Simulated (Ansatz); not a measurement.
# Run report: CH$_{4}$AlBrCl$_{2}$, molecular dynamics (part 3 of 3)

CH$_{4}$AlBrCl$_{2}$; RKS PBE-D4/def2-SVP (Ansatz 0.2.0). It belongs to a series of runs on one base structure; here: dynamics from the highest image of the converged band.

Geometry of the input (Å):
```
Al 0.0661  -0.2358  -0.0009
Cl -0.0266  0.0618  2.2809
Cl 1.8632  0.5986  -0.7539
C  -1.6573  -0.0813  -0.8806
H  -2.4451  -0.6418  -0.3381
H  -1.9689  0.9823  -0.9406
H  -1.6025  -0.4750  -1.9165
Br 0.5186  -2.6334  0.6523
H  0.2905  -1.5069  1.8634
```

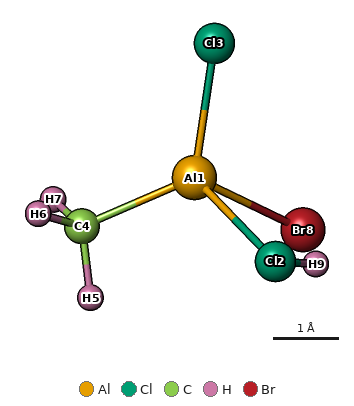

Figure 1. The geometry at step 105 of the log (ball-and-stick view, seen on its broad side; atoms are numbered from 1 in the order of the input).

## Trajectory as extended XYZ, continued
```
9
Properties=species:S:1:pos:R:3:forces:R:3 step=10 time_fs=5.0 energy=-102750.09490 temperature=72.2
Al    0.0584   -0.2392    0.0067    0.4946  -0.0399  -0.3034
Cl   -0.0315    0.0570    2.2862   -0.0980   0.0698   0.1814
Cl    1.8665    0.5917   -0.7621   -0.1521  -0.0444   0.1123
C    -1.6419   -0.0733   -0.8815   -0.4458   0.0562  -0.0983
H    -2.4110   -0.6285   -0.3101   -0.0658  -0.1660  -0.0211
H    -2.0264    0.9661   -0.9542    0.2055   0.0644   0.0095
H    -1.6155   -0.4834   -1.9157    0.0565  -0.0124   0.1306
Br    0.5213   -2.6287    0.6506   -0.1338   0.1711   0.0424
H     0.1928   -1.4587    1.8923    0.1390  -0.0986  -0.0533
9
Properties=species:S:1:pos:R:3:forces:R:3 step=19 time_fs=9.5 energy=-102750.06714 temperature=41.7
Al    0.0549   -0.2426    0.0113    0.7295  -0.0545  -0.4661
Cl   -0.0364    0.0531    2.2920   -0.1561   0.1379   0.2711
Cl    1.8687    0.5853   -0.7689   -0.2271  -0.0621   0.1751
C    -1.6350   -0.0652   -0.8832   -0.8443  -0.1589   0.5033
H    -2.3926   -0.6451   -0.2901    0.1915   0.1336  -0.2655
H    -2.0408    0.9642   -0.9645    0.1968   0.0661   0.0292
H    -1.6165   -0.4954   -1.8967    0.0954  -0.1264  -0.2308
Br    0.5234   -2.6241    0.6492   -0.2052   0.2181   0.0382
H     0.1317   -1.4342    1.9084    0.2195  -0.1537  -0.0545
9
Properties=species:S:1:pos:R:3:forces:R:3 step=29 time_fs=14.5 energy=-102750.06754 temperature=42.1
Al    0.0571   -0.2468    0.0126    0.6745   0.0027  -0.4872
Cl   -0.0428    0.0495    2.3001   -0.1527   0.0952   0.2338
Cl    1.8696    0.5777   -0.7753   -0.2231  -0.0557   0.1858
C    -1.6401   -0.0590   -0.8798    0.0495  -0.2223  -0.3973
H    -2.3597   -0.6536   -0.3046   -0.4713  -0.1423   0.1984
H    -2.0159    0.9779   -0.9705    0.0417   0.0359   0.0094
H    -1.5972   -0.5218   -1.8990    0.0629   0.2237   0.2597
Br    0.5251   -2.6183    0.6477   -0.2140   0.1597   0.0432
H     0.1126   -1.4399    1.9141    0.2325  -0.0968  -0.0460
9
Properties=species:S:1:pos:R:3:forces:R:3 step=38 time_fs=19.0 energy=-102750.08295 temperature=59.2
Al    0.0641   -0.2505    0.0101    0.3676   0.0825  -0.3014
Cl   -0.0495    0.0469    2.3088   -0.0900  -0.0065   0.0963
Cl    1.8692    0.5706   -0.7800   -0.1481  -0.0271   0.1433
C    -1.6466   -0.0576   -0.8795   -0.2681  -0.3849   0.7257
H    -2.3948   -0.6688   -0.3006    0.1635   0.4435  -0.2935
H    -1.9828    0.9957   -0.9732   -0.0377  -0.1131   0.0204
H    -1.5670   -0.5145   -1.8747   -0.0057  -0.0454  -0.4112
Br    0.5262   -2.6128    0.6465   -0.1549   0.0316   0.0464
H     0.1420   -1.4643    1.9099    0.1732   0.0194  -0.0260
9
Properties=species:S:1:pos:R:3:forces:R:3 step=48 time_fs=24.0 energy=-102750.10135 temperature=79.5
Al    0.0748   -0.2540    0.0049   -0.0746   0.1316  -0.0447
Cl   -0.0574    0.0439    2.3189    0.0184  -0.0780  -0.0763
Cl    1.8678    0.5626   -0.7844   -0.0219   0.0270   0.0668
C    -1.6558   -0.0627   -0.8710    0.6919  -0.0741  -0.4979
H    -2.4302   -0.6181   -0.3360   -0.4115  -0.2151   0.1933
H    -1.9538    0.9980   -0.9729   -0.0387   0.0411  -0.0092
H    -1.5383   -0.5001   -1.8985   -0.1712   0.1827   0.3184
Br    0.5269   -2.6065    0.6452   -0.0426  -0.1382   0.0199
H     0.2121   -1.4865    1.9003    0.0502   0.1229   0.0297
9
Properties=species:S:1:pos:R:3:forces:R:3 step=57 time_fs=28.5 energy=-102750.09448 temperature=71.9
Al    0.0840   -0.2562   -0.0002   -0.4288   0.0607   0.1677
Cl   -0.0645    0.0408    2.3277    0.1198  -0.0930  -0.1918
Cl    1.8665    0.5555   -0.7879    0.0981   0.0912   0.0005
C    -1.6561   -0.0692   -0.8671   -0.1227   0.1270   0.3563
H    -2.5076   -0.5872   -0.3541    0.4103   0.0903  -0.1796
H    -1.9340    1.0025   -0.9727    0.0555  -0.0305   0.0428
H    -1.5423   -0.4644   -1.8893   -0.1197  -0.1776  -0.2683
Br    0.5274   -2.6012    0.6442    0.0571  -0.2284  -0.0012
H     0.2863   -1.4830    1.8973   -0.0698   0.1604   0.0736
9
Properties=species:S:1:pos:R:3:forces:R:3 step=67 time_fs=33.5 energy=-102750.07589 temperature=51.3
Al    0.0906   -0.2582   -0.0045   -0.6381  -0.1546   0.1867
Cl   -0.0716    0.0368    2.3362    0.2031  -0.0649  -0.2118
Cl    1.8656    0.5482   -0.7918    0.1873   0.1630  -0.0334
C    -1.6562   -0.0738   -0.8599    0.3246   0.3315  -0.5901
H    -2.5303   -0.5503   -0.3939   -0.0374  -0.2605   0.2661
H    -1.9017    1.0049   -0.9638    0.0320   0.0590   0.0417
H    -1.5735   -0.4518   -1.9107   -0.0244  -0.0030   0.2527
Br    0.5282   -2.5960    0.6430    0.1250  -0.1925   0.0239
H     0.3525   -1.4440    1.9096   -0.1721   0.1220   0.0643
9
Properties=species:S:1:pos:R:3:forces:R:3 step=76 time_fs=38.0 energy=-102750.07358 temperature=48.7
Al    0.0919   -0.2612   -0.0071   -0.5996  -0.3979   0.0543
Cl   -0.0768    0.0328    2.3427    0.2125   0.0496  -0.1211
Cl    1.8658    0.5426   -0.7954    0.2032   0.2081  -0.0183
C    -1.6528   -0.0728   -0.8602    0.0118   0.2891  -0.1951
H    -2.5354   -0.5537   -0.3912    0.2043  -0.0219   0.2041
H    -1.8672    1.0151   -0.9472   -0.0826   0.0038   0.0153
H    -1.6057   -0.4493   -1.9038    0.1094  -0.0417  -0.0191
Br    0.5292   -2.5917    0.6421    0.1424  -0.1005   0.0332
H     0.3784   -1.3846    1.9339   -0.2014   0.0114   0.0466
9
Properties=species:S:1:pos:R:3:forces:R:3 step=86 time_fs=43.0 energy=-102750.08400 temperature=60.2
Al    0.0884   -0.2679   -0.0096   -0.3307  -0.5675  -0.1812
Cl   -0.0813    0.0289    2.3492    0.1076   0.3506   0.0735
Cl    1.8673    0.5377   -0.7996    0.1466   0.2151   0.0396
C    -1.6485   -0.0660   -0.8636   -0.0092   0.2157   0.0867
H    -2.4980   -0.5626   -0.3456    0.1805   0.0998   0.0529
H    -1.8480    1.0261   -0.9264   -0.1826  -0.0485  -0.0527
H    -1.6196   -0.4563   -1.9011    0.0895   0.0024  -0.0325
Br    0.5307   -2.5873    0.6410    0.1132  -0.0366  -0.0147
H     0.3640   -1.3199    1.9715   -0.1148  -0.2311   0.0285
9
Properties=species:S:1:pos:R:3:forces:R:3 step=95 time_fs=47.5 energy=-102750.09376 temperature=71.0
Al    0.0827   -0.2781   -0.0132    0.0168  -0.4810  -0.2973
Cl   -0.0847    0.0272    2.3554    0.0201   0.4968   0.1703
Cl    1.8696    0.5345   -0.8031    0.0562   0.1720   0.1014
C    -1.6443   -0.0559   -0.8658    0.3468   0.2253  -0.1456
H    -2.4333   -0.5567   -0.2889   -0.2822  -0.1441   0.0755
H    -1.8657    1.0287   -0.9175   -0.1554   0.0313  -0.0951
H    -1.6149   -0.4633   -1.9048   -0.0331   0.0804   0.2455
Br    0.5323   -2.5835    0.6401    0.0650  -0.0556  -0.0364
H     0.3268   -1.3054    2.0108   -0.0342  -0.3250  -0.0185
9
Properties=species:S:1:pos:R:3:forces:R:3 step=105 time_fs=52.5 energy=-102750.09960 temperature=77.5
Al    0.0767   -0.2933   -0.0194    0.3714  -0.1437  -0.1960
Cl   -0.0883    0.0283    2.3633    0.0635   0.1246   0.0528
Cl    1.8724    0.5321   -0.8064   -0.0503   0.0865   0.1532
C    -1.6359   -0.0407   -0.8672   -0.3742   0.1102   0.7663
H    -2.3976   -0.5646   -0.2305    0.1273   0.1498  -0.4381
H    -1.9170    1.0326   -0.9272    0.0127  -0.0757  -0.0479
H    -1.6167   -0.4648   -1.8815   -0.0985  -0.1516  -0.2360
Br    0.5343   -2.5794    0.6390    0.0122  -0.1520   0.0230
H     0.2751   -1.3519    2.0497   -0.0642   0.0518  -0.0773
9
Properties=species:S:1:pos:R:3:forces:R:3 step=114 time_fs=57.0 energy=-102750.08633 temperature=62.9
Al    0.0739   -0.3082   -0.0266    0.5782   0.1408  -0.1228
Cl   -0.0912    0.0301    2.3707    0.0676  -0.1677  -0.0488
Cl    1.8746    0.5304   -0.8084   -0.1285   0.0212   0.1819
C    -1.6326   -0.0252   -0.8593   -0.0163  -0.0719  -0.4831
H    -2.3630   -0.5575   -0.2427   -0.5198  -0.2605   0.1551
H    -1.9630    1.0269   -0.9462    0.1053   0.0806  -0.0039
H    -1.6356   -0.4844   -1.8833   -0.0064   0.1648   0.3595
Br    0.5361   -2.5760    0.6380   -0.0370  -0.2461   0.0577
H     0.2168   -1.3876    2.0698   -0.0431   0.3389  -0.0956
9
Properties=species:S:1:pos:R:3:forces:R:3 step=124 time_fs=62.0 energy=-102750.08552 temperature=62.0
Al    0.0756   -0.3236   -0.0357    0.5822   0.2130  -0.1593
Cl   -0.0940    0.0313    2.3787   -0.0252   0.0178  -0.0121
Cl    1.8763    0.5286   -0.8095   -0.1669   0.0054   0.1905
C    -1.6327   -0.0100   -0.8540   -0.8996  -0.3966   0.5830
H    -2.3999   -0.5768   -0.2518    0.2415   0.3527  -0.2248
H    -1.9901    1.0334   -0.9666    0.1758   0.0097   0.0826
H    -1.6570   -0.4857   -1.8439    0.1100  -0.0967  -0.4272
Br    0.5380   -2.5731    0.6370   -0.0753  -0.2926  -0.0313
H     0.1442   -1.3577    2.0731    0.0576   0.1873  -0.0014
9
Properties=species:S:1:pos:R:3:forces:R:3 step=133 time_fs=66.5 energy=-102750.08850 temperature=65.3
Al    0.0814   -0.3360   -0.0452    0.3883   0.1494  -0.2830
Cl   -0.0967    0.0326    2.3859   -0.1408   0.6397   0.1554
Cl    1.8769    0.5272   -0.8095   -0.1469   0.0356   0.1688
C    -1.6450   -0.0026   -0.8441   -0.1569  -0.3543  -0.5395
H    -2.4168   -0.5483   -0.2834   -0.3127  -0.0807   0.2959
H    -1.9804    1.0450   -0.9706    0.1649   0.0482   0.0634
H    -1.6553   -0.4895   -1.8566    0.1288   0.2568   0.2367
Br    0.5396   -2.5711    0.6361   -0.0821  -0.3043  -0.1418
H     0.0901   -1.2989    2.0742    0.1574  -0.3903   0.0441
9
Properties=species:S:1:pos:R:3:forces:R:3 step=143 time_fs=71.5 energy=-102750.11174 temperature=90.8
Al    0.0910   -0.3483   -0.0579   -0.0349   0.1860  -0.1507
Cl   -0.1005    0.0377    2.3948   -0.1018   0.3790   0.0572
Cl    1.8767    0.5257   -0.8083   -0.0660   0.0766   0.0986
C    -1.6631   -0.0011   -0.8392   -0.1295  -0.2078   0.3546
H    -2.4792   -0.5171   -0.2746    0.2212   0.1612  -0.1299
H    -1.9334    1.0674   -0.9600    0.1035  -0.0034   0.0703
H    -1.6295   -0.4525   -1.8463   -0.0661  -0.0723  -0.2572
Br    0.5411   -2.5699    0.6347   -0.0617  -0.3739  -0.1112
H     0.0634   -1.3067    2.0852    0.1354  -0.1455   0.0683
9
Properties=species:S:1:pos:R:3:forces:R:3 step=152 time_fs=76.0 energy=-102750.10381 temperature=82.1
Al    0.0995   -0.3581   -0.0705   -0.4164   0.2037   0.0373
Cl   -0.1045    0.0445    2.4031   -0.0117  -0.2261  -0.1230
Cl    1.8760    0.5249   -0.8067    0.0213   0.1181   0.0273
C    -1.6799   -0.0031   -0.8322    0.5612   0.0712  -0.0874
H    -2.5144   -0.4716   -0.2758    0.0287  -0.0521  -0.0569
H    -1.8701    1.0872   -0.9366    0.0097  -0.0827   0.0616
H    -1.6180   -0.4211   -1.8640   -0.2353  -0.0110   0.1008
Br    0.5423   -2.5697    0.6332   -0.0329  -0.4423  -0.0121
H     0.0670   -1.3428    2.1079    0.0752   0.4212   0.0524
9
Properties=species:S:1:pos:R:3:forces:R:3 step=162 time_fs=81.0 energy=-102750.10660 temperature=85.1
Al    0.1054   -0.3674   -0.0843   -0.6164  -0.0533   0.0600
Cl   -0.1091    0.0511    2.4116   -0.0210   0.0636  -0.0527
Cl    1.8755    0.5247   -0.8047    0.0832   0.1810  -0.0125
C    -1.6879   -0.0041   -0.8257    0.7517   0.1383  -0.0550
H    -2.5506   -0.4329   -0.2849    0.0506  -0.0757   0.0376
H    -1.7997    1.0966   -0.8981   -0.1412   0.0431   0.0039
H    -1.6546   -0.3908   -1.8678   -0.1789  -0.0342   0.0370
Br    0.5435   -2.5707    0.6314    0.0091  -0.4139  -0.0329
H     0.0886   -1.3018    2.1447    0.0629   0.1512   0.0147
9
Properties=species:S:1:pos:R:3:forces:R:3 step=171 time_fs=85.5 energy=-102750.09880 temperature=76.7
Al    0.1062   -0.3762   -0.0963   -0.5482  -0.2955   0.0211
Cl   -0.1134    0.0575    2.4191   -0.1260   0.7944   0.0852
Cl    1.8754    0.5256   -0.8029    0.0836   0.2082  -0.0100
C    -1.6827   -0.0023   -0.8210    0.1798   0.2228   0.2398
H    -2.5724   -0.4138   -0.2846    0.4067   0.0915   0.0046
H    -1.7627    1.1077   -0.8621   -0.1855  -0.0764  -0.0439
H    -1.7233   -0.3690   -1.8633    0.0175  -0.0392  -0.1639
Br    0.5446   -2.5727    0.6297    0.0350  -0.3496  -0.0859
H     0.1228   -1.2411    2.1802    0.1370  -0.5560  -0.0471
9
Properties=species:S:1:pos:R:3:forces:R:3 step=181 time_fs=90.5 energy=-102750.11450 temperature=93.9
Al    0.1026   -0.3881   -0.1093   -0.3011  -0.1988   0.1099
Cl   -0.1188    0.0687    2.4276    0.0632  -0.0494  -0.1248
Cl    1.8759    0.5279   -0.8011    0.0288   0.1564   0.0118
C    -1.6717    0.0040   -0.8146    0.2397   0.2415  -0.5651
H    -2.5362   -0.3876   -0.2655   -0.1344  -0.2096   0.3904
H    -1.7609    1.1101   -0.8324   -0.1034   0.0717  -0.0708
H    -1.7928   -0.3469   -1.8723    0.2071   0.1075   0.2765
Br    0.5460   -2.5760    0.6276    0.0467  -0.3448   0.0040
H     0.1855   -1.2628    2.2112   -0.0467   0.2255  -0.0320
9
Properties=species:S:1:pos:R:3:forces:R:3 step=190 time_fs=95.0 energy=-102750.11693 temperature=96.7
Al    0.0971   -0.4004   -0.1203    0.0493  -0.0549   0.1347
Cl   -0.1234    0.0790    2.4347    0.1665  -0.3501  -0.2052
Cl    1.8765    0.5309   -0.7993   -0.0404   0.0884   0.0490
C    -1.6592    0.0139   -0.8147   -0.6013   0.3097   0.6460
H    -2.5035   -0.3929   -0.1911    0.4679   0.0842  -0.2405
H    -1.7807    1.1201   -0.8184    0.0095  -0.0178  -0.0072
H    -1.8205   -0.3148   -1.8485    0.0635  -0.2243  -0.3835
Br    0.5473   -2.5798    0.6257    0.0419  -0.3166   0.0325
H     0.2355   -1.2541    2.2319   -0.1568   0.4814  -0.0259
9
Properties=species:S:1:pos:R:3:forces:R:3 step=200 time_fs=100.0 energy=-102750.11611 temperature=95.8
Al    0.0915   -0.4146   -0.1315    0.4300  -0.0050  -0.0302
Cl   -0.1276    0.0891    2.4414   -0.1243   0.6729  -0.0340
Cl    1.8768    0.5348   -0.7970   -0.1072   0.0323   0.0963
C    -1.6538    0.0306   -0.8085   -0.0015   0.2955  -0.5187
H    -2.4038   -0.3980   -0.1360   -0.4504  -0.2587   0.1211
H    -1.8013    1.1304   -0.8056    0.0417   0.0364   0.0054
H    -1.8310   -0.3143   -1.8617    0.0871  -0.0115   0.4560
Br    0.5489   -2.5849    0.6237    0.0083  -0.2329  -0.0701
H     0.2642   -1.1652    2.2493    0.1165  -0.5290  -0.0258
```
